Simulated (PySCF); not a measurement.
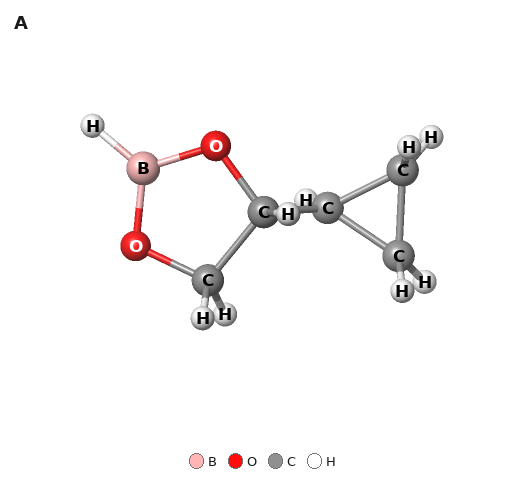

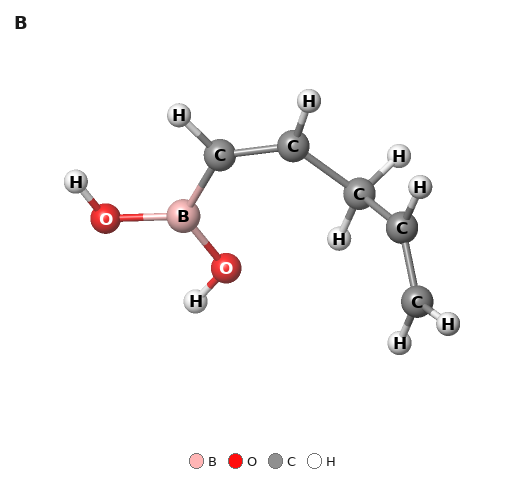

2 stationary structures of one formula. Geometries: GFN2-xTB. Electronic energies: B3LYP/def2-SVPD (PySCF 2.14.0), without zero-point energy. No frequency run is at hand to confirm each as a minimum. Each is one conformer, not always the lowest.

**Are they conformers, stereoisomers or constitutional isomers?**

They are constitutional isomers of C5H9BO2: A `B1OC[C@@H](C2CC2)O1`, B `C=CC/C=C\B(O)O`.

**Which is lowest in energy, and by how much?**

B is lowest; A lies 17.4 kcal/mol above it.

The geometry is semi-empirical. Around B such bond lengths and angles can be off by a tenth of an ångström or more and by several degrees, and values that hang on the shape move with them.
